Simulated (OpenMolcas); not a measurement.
**Multiconfigurational calculation for Cr³⁺ (part 2 of 2)**

Continued. System: Cr³⁺. Method: state-averaged CASSCF, active space 3 electrons in the shell 3d, basis ANO-RCC-VQZP, DKH2 scalar Hamiltonian, spin-orbit coupling by RASSI with atomic mean-field integrals (OpenMolcas).

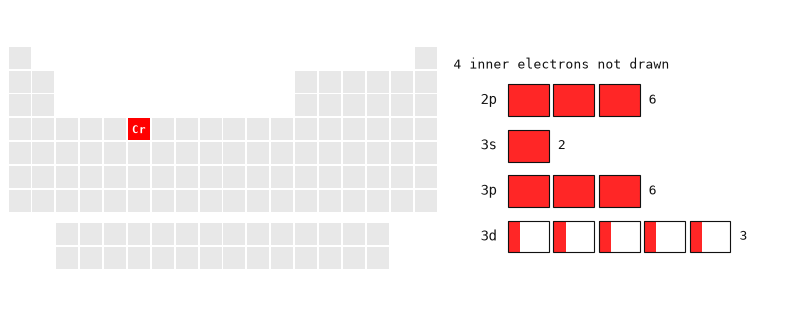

Left, the place of chromium in the periodic table; right, the outer shells of the leading configuration of the lowest level: a box for each of the 2l + 1 orbitals, shaded by the share of the shell that is filled, with the electron count at the right.

Log (extracts), continued:
```
--- RASSI ---
SPIN-FREE ENERGIES:
  (Shifted by EMIN (a.u.) =      -1047.7761746246)

 SF State       Relative EMIN(au)   Rel lowest level(eV)    D:o, cm**(-1)      L_eff

     1             0.0000000000        0.0000000000              0.0000         3.0
     2             0.0000000000        0.0000000000              0.0000         3.0
     3             0.0000000000        0.0000000000              0.0000         3.0
     4             0.0000000000        0.0000000000              0.0000         3.0
     5             0.0000000000        0.0000000000              0.0000         3.0
     6             0.0000000000        0.0000000000              0.0000         3.0
     7             0.0000000000        0.0000000000              0.0000         3.0
     8             0.0796853328        2.1683483697          17488.9090         1.0
     9             0.0796853328        2.1683483697          17488.9090         1.0
    10             0.0796853328        2.1683483697          17488.9090         1.0
    11             0.0809070459        2.2015928754          17757.0441         4.0
    12             0.0809070459        2.2015928754          17757.0441         4.0
    13             0.0809070459        2.2015928754          17757.0441         4.0
    14             0.0809070459        2.2015928754          17757.0441         4.0
    15             0.0809070459        2.2015928754          17757.0441         4.0
    16             0.0809070459        2.2015928754          17757.0441         4.0
    17             0.0809070459        2.2015928754          17757.0441         4.0
    18             0.0809070459        2.2015928754          17757.0441         4.0
    19             0.0809070459        2.2015928754          17757.0441         4.0
    20             0.1070577379        2.9131894576          23496.4576         4.8
    21             0.1070577379        2.9131894576          23496.4576         4.5
    22             0.1070577379        2.9131894576          23496.4576         4.7
    23             0.1070577379        2.9131894576          23496.4576         4.5
    24             0.1070577379        2.9131894576          23496.4576         3.7
    25             0.1070577379        2.9131894576          23496.4576         3.6
    26             0.1070577379        2.9131894576          23496.4576         4.2
    27             0.1070577379        2.9131894576          23496.4576         4.5
    28             0.1070577379        2.9131894576          23496.4576         4.9
    29             0.1070577379        2.9131894576          23496.4576         4.7
    30             0.1070577379        2.9131894576          23496.4576         4.6
    31             0.1070577379        2.9131894576          23496.4576         3.4
    32             0.1070577379        2.9131894576          23496.4576         4.8
    33             0.1070577379        2.9131894576          23496.4576         4.7
    34             0.1163579156        3.1662601835          25537.6106         2.0
    35             0.1163579156        3.1662601835          25537.6106         2.0
    36             0.1163579156        3.1662601835          25537.6106         2.0
    37             0.1163579156        3.1662601835          25537.6106         2.0
    38             0.1163579156        3.1662601835          25537.6106         2.0
    39             0.1855098141        5.0479792039          40714.6981         3.0
    40             0.1855098141        5.0479792039          40714.6981         3.0
Eigenvalues of complex Hamiltonian:
   -----------------------------------
  (Shifted by EMIN (a.u.) =      -1047.7761746246)

 SO State       Relative EMIN(au)   Rel lowest level(eV)    D:o, cm**(-1)     J-value

     1            -0.0026736347        0.0000000000              0.0000         1.1
     2            -0.0026736347        0.0000000000              0.0000         1.4
     3            -0.0026736347        0.0000000000              0.0000         1.1
     4            -0.0026736347        0.0000000000              0.0000         1.0
     5            -0.0015529471        0.0304954623            245.9625         2.4
     6            -0.0015529471        0.0304954623            245.9625         2.0
     7            -0.0015529471        0.0304954623            245.9625         2.0
     8            -0.0015529471        0.0304954623            245.9625         2.0
     9            -0.0015529471        0.0304954623            245.9625         1.8
    10            -0.0015529471        0.0304954623            245.9625         1.5
    11            -0.0000166602        0.0722999574            583.1385         2.8
    12            -0.0000166602        0.0722999574            583.1385         3.2
    13            -0.0000166602        0.0722999574            583.1385         2.8
    14            -0.0000166602        0.0722999574            583.1385         3.2
    15            -0.0000166602        0.0722999574            583.1385         2.3
    16            -0.0000166602        0.0722999574            583.1385         2.7
    17            -0.0000166602        0.0722999574            583.1385         2.6
    18            -0.0000166602        0.0722999574            583.1385         2.5
    19             0.0019052237        0.1245970832           1004.9432         4.2
    20             0.0019052237        0.1245970832           1004.9432         4.1
    21             0.0019052237        0.1245970832           1004.9432         4.1
    22             0.0019052237        0.1245970832           1004.9432         3.8
    23             0.0019052237        0.1245970832           1004.9432         4.2
    24             0.0019052237        0.1245970832           1004.9432         2.6
    25             0.0019052237        0.1245970832           1004.9432         3.2
    26             0.0019052237        0.1245970832           1004.9432         3.4
    27             0.0019052237        0.1245970832           1004.9432         3.5
    28             0.0019052237        0.1245970832           1004.9432         2.6
    29             0.0785033420        2.2089380669          17816.2870         0.4
    30             0.0785033420        2.2089380669          17816.2870         0.4
    31             0.0790077498        2.2226637009          17926.9917         1.4
    32             0.0790077498        2.2226637009          17926.9917         1.4
    33             0.0790077498        2.2226637009          17926.9917         0.8
    34             0.0790077498        2.2226637009          17926.9917         0.8
    35             0.0799405932        2.2480476632          18131.7272         2.6
    36             0.0799405932        2.2480476632          18131.7272         2.6
    37             0.0799405932        2.2480476632          18131.7272         2.8
    38             0.0799405932        2.2480476632          18131.7272         2.8
    39             0.0799405932        2.2480476632          18131.7272         2.9
    40             0.0799405932        2.2480476632          18131.7272         2.9
    41             0.0799405932        2.2480476632          18131.7272         2.8
Weights of the five most important spin-orbit-free states for each spin-orbit state.

 SO State  Total energy (au)           Spin-free states, spin, and weights
 -------------------------------------------------------------------------------------------------------
    1        -0.002674       7 1.5  0.1723    2 1.5  0.1547    6 1.5  0.1522    4 1.5  0.1493    1 1.5  0.1472
    2        -0.002674       6 1.5  0.2485    4 1.5  0.1586    7 1.5  0.1582    5 1.5  0.1372    3 1.5  0.1245
    3        -0.002674       1 1.5  0.2212    7 1.5  0.1915    2 1.5  0.1364    5 1.5  0.1339    4 1.5  0.1271
    4        -0.002674       3 1.5  0.2503    2 1.5  0.1616    5 1.5  0.1557    1 1.5  0.1487    4 1.5  0.1362
    5        -0.001553       6 1.5  0.2145    7 1.5  0.2077    5 1.5  0.1677    4 1.5  0.1654    2 1.5  0.1026
    6        -0.001553       1 1.5  0.2242    6 1.5  0.1545    2 1.5  0.1368    5 1.5  0.1364    4 1.5  0.1181
    7        -0.001553       4 1.5  0.1784    3 1.5  0.1700    5 1.5  0.1446    6 1.5  0.1362    1 1.5  0.1314
    8        -0.001553       5 1.5  0.2015    2 1.5  0.1922    1 1.5  0.1362    7 1.5  0.1348    6 1.5  0.1239
    9        -0.001553       3 1.5  0.2203    6 1.5  0.1536    5 1.5  0.1436    1 1.5  0.1423    7 1.5  0.1304
   10        -0.001553       4 1.5  0.2065    3 1.5  0.1831    2 1.5  0.1786    7 1.5  0.1499    1 1.5  0.1444
   11        -0.000017       7 1.5  0.3679    1 1.5  0.1880    2 1.5  0.1337    6 1.5  0.0983    4 1.5  0.0915
   12        -0.000017       7 1.5  0.2916    5 1.5  0.1978    1 1.5  0.1590    4 1.5  0.1387    2 1.5  0.0955
```

Spin-orbit levels, grouped by J and assigned:

| Configuration | Level | E (eV) | LS purity (%) | Landé g |
| --- | --- | --- | --- | --- |
| 3d³ | ⁴F₃/₂ | 0 | 100 | 0.399 |
| 3d³ | ⁴F₅/₂ | 0.03050 | 100 | 1.029 |
| 3d³ | ⁴F₇/₂ | 0.07230 | 100 | 1.239 |
| 3d³ | ⁴F₉/₂ | 0.1246 | 100 | 1.334 |
| 3d³ | ⁴P₁/₂ | 2.209 | 100 | 2.664 |
| 3d³ | ⁴P₃/₂ | 2.223 | 99 | 1.731 |
| 3d³ | ²G₇/₂ | 2.248 | 100 | 0.889 |
| 3d³ | ⁴P₅/₂ | 2.258 | 100 | 1.601 |
| 3d³ | ²G₉/₂ | 2.292 | 99 | 1.110 |
| 3d³ | ²P₁/₂ | 2.965 | 100 | 0.673 |
| 3d³ | ²H₉/₂ | 2.970 | 99 | 0.910 |
| 3d³ | ²P₃/₂ | 2.982 | 90 | 1.290 |
| 3d³ | ²H₁₁/₂ | 3.003 | 100 | 1.091 |
| 3d³ | ²D₃/₂ | 3.231 | 91 | 0.847 |
| 3d³ | ²D₅/₂ | 3.261 | 100 | 1.201 |
| 3d³ | ²F₇/₂ | 5.112 | 100 | 1.143 |
| 3d³ | ²F₅/₂ | 5.132 | 100 | 0.857 |
| 3d³ | ²D₅/₂ | 7.983 | 100 | 1.200 |
| 3d³ | ²D₃/₂ | 8.006 | 100 | 0.800 |

Results in brief:

| quantity | value |
| --- | --- |
| outcome | converged |
| lowest level | 3d³ ⁴F₃/₂ |
| first excited level | 3d³ ⁴F₅/₂, 246 cm⁻¹ (measured: 236) |
| energy of the lowest spin-free term | −1047.77617 hartree |
| energy of the lowest spin-orbit level | −1047.77885 hartree |
| largest spread among components of a term | 0.0 cm⁻¹ |
| hardware | 1 CPU thread, shared host |
| wall time | 8.8 s |

Notes:

Against measured levels the run misses widely: 3d3 4P J = 1/2 comes out at 17,816 cm⁻¹ where 14,059 cm⁻¹ is measured. Without dynamic correlation the splittings between terms come out too large, often by 20 to 50 %. To bear in mind: only configurations of the active space are included.
